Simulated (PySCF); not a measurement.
C₃H₁₂BeOSi₂, SMILES C[Si](C)(C)[Be][O][SiH3], singlet, GFN2-xTB optimised geometry. Atoms within 1.6 Å of the plane z = 0.6 Å (x, y, z in Å): Si16 (-0.45, -0.26, 0.00), H17 (-1.01, -1.09, 1.07), H18 (-1.01, 1.09, 0.00), H19 (1.01, -0.26, 0.00).

Computed with B3LYP/def2-SVP (PySCF).

Map of the electrostatic potential (hartree/e), clipped to [-0.08, 0.12] on the plane z = 0.6 Å:

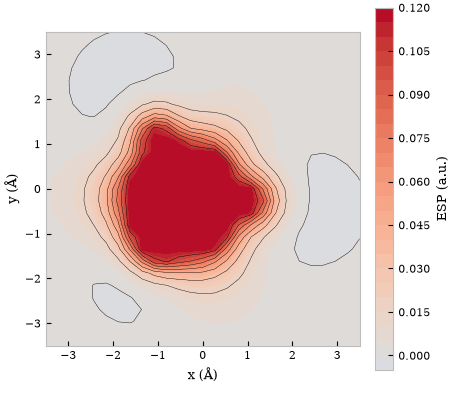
Figure: Electrostatic potential (hartree/e), clipped to [-0.08, 0.12] on the plane z = 0.6 Å.
